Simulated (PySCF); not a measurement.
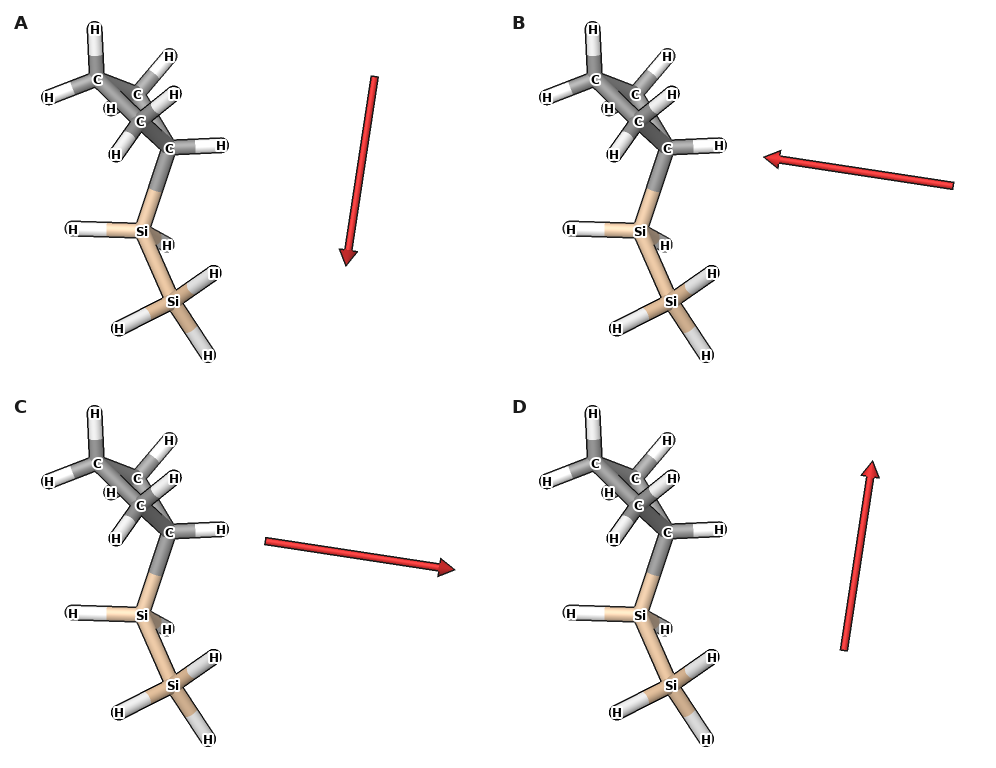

The same molecule four times, each with an arrow. Computed geometry: GFN2-xTB optimisation. No frequency run is at hand to confirm it as a minimum. Method: PBE0/pcSseg-1, gas phase (PySCF 2.14.0).

### Which arrow points along the dipole moment, from the negative to the positive end?

D. The dipole moment is 0.89 D.

The geometry is semi-empirical. Around Si such bond lengths and angles can be off by a tenth of an ångström or more and by several degrees, and values that hang on the shape move with them.
